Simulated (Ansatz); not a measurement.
```xyz
11

C    -1.6373    1.1891   -0.6411
O    -0.3445    0.7954   -0.2169
B    -0.0331   -0.4791    0.0586
Si    1.8484   -0.9250    0.6608
H    -1.5540    1.6686   -1.6180
H    -2.0347    1.9123    0.0731
H    -2.3081    0.3284   -0.7077
H    -0.8866   -1.3260   -0.0594
H     1.8121   -1.5518    2.0143
H     2.4546   -1.9279   -0.2626
H     2.7486    0.2592    0.7197
```

Geometry: PBE0-D4/def2-TZVP.

Computed with Ansatz 0.2.0, RKS PBE0-D4/def2-TZVPP.

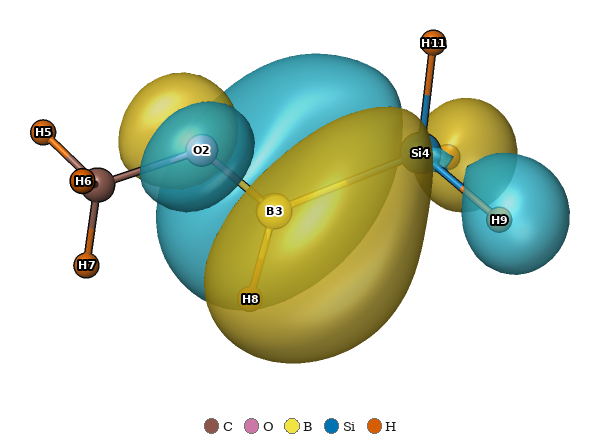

CH7BOSi (SMILES COB[SiH3]). The LUMO at ±0.08 Å⁻³ᐟ² (yellow and cyan are the two phases), seen at a tilt.

**What is the character of this orbital?**

It lies mainly on B3 (about 50 %), Si4 (about 20 %), O2 (about 15 %) and H8 (about 5 %). Its energy is −0.98 eV.
